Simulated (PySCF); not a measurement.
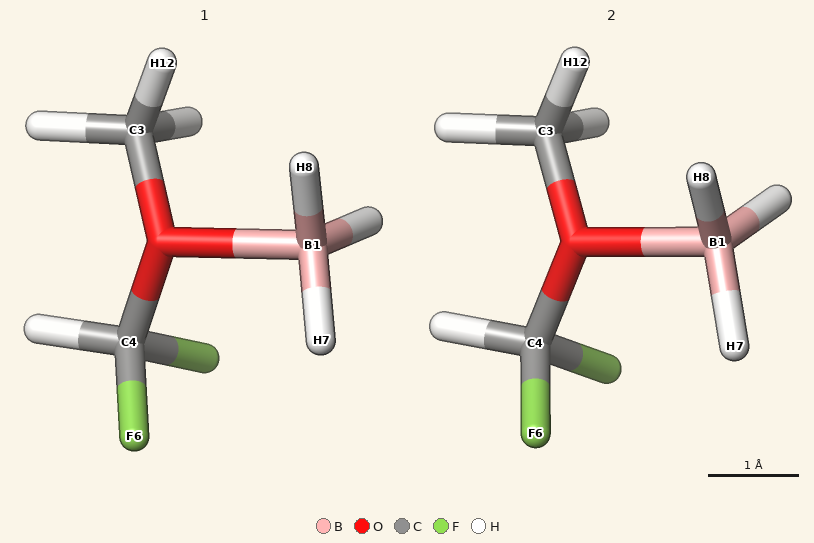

Two geometries of C2H7BF2O, drawn at one scale. One is the start of a relaxation, the other its converged end. The picture is a stick view, seen from a free direction.

Theory: PBE0-D3(BJ)/def2-SVP geometry optimisation, gas phase in PySCF 2.14.0, density-fitted response routines. 

**Which one is relaxed?**

Structure 2 is the relaxed one. The start comes from GFN2-xTB. Its atoms were then displaced at random by about 0.01 Å. Over 11 geometry steps the energy falls by 0.134 eV. An H atom moves most after the best rigid fit: 0.25 Å. Largest moves by element: H 0.25 Å, F 0.13 Å, O 0.10 Å, C 0.06 Å, B 0.05 Å. Among the contacts that change: B–O 1.781 → 1.720 Å, B–H 1.168 → 1.219 Å, C–H 1.058 → 1.094 Å, C–F 1.352 → 1.331 Å. Among the angles between lasting bonds that change: B–O–C 114.4° → 119.5°, H–B–H 119.2° → 115.9°, H–C–H 108.6° → 111.3°. The run took 62 s on 1 thread of Arm Neoverse V1 (shared host).
